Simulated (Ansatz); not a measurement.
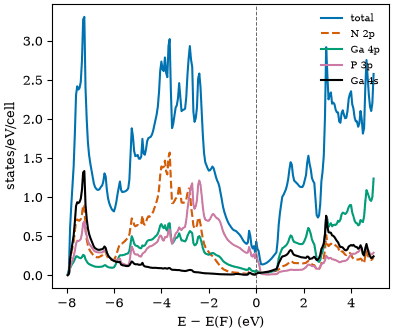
Fig. 1. Total and projected density of states of Ga₂PN in space group P3m1 (No. 156; Ga on 1a, Ga on 1c, P on 1a, N on 1c), plane-wave PAW PBEsol (Ansatz code)

Task: Which orbitals carry the states next to the Fermi level?

Result: Within 0.5 eV of the Fermi level: P 3p 57 %, Ga 4p 17 %, N 2p 9 %, Ga 4s 8 %, N 2s 6 %. Projections are on Löwdin-orthogonalised atomic valence shells; empty p or d shells of many metals are not among them.

Task: Where is the tallest occupied peak in this window, and what makes it?

Result: Near -7.2 eV, about 3.3 states/eV per cell; the largest projected share is Ga 4s.

The start of the workflow was typed in or built on a structure type; neither database checked (COD, Materials Project) lists it. Whether it is the stable phase at ambient conditions was not checked. The PBEsol relaxation kept the symmetry of its start; its stability against distortions is not shown here. Scalar-relativistic: spin–orbit coupling is off unless named, which matters more the heavier the elements.

Potentials: the later of the program's two PAW sets.
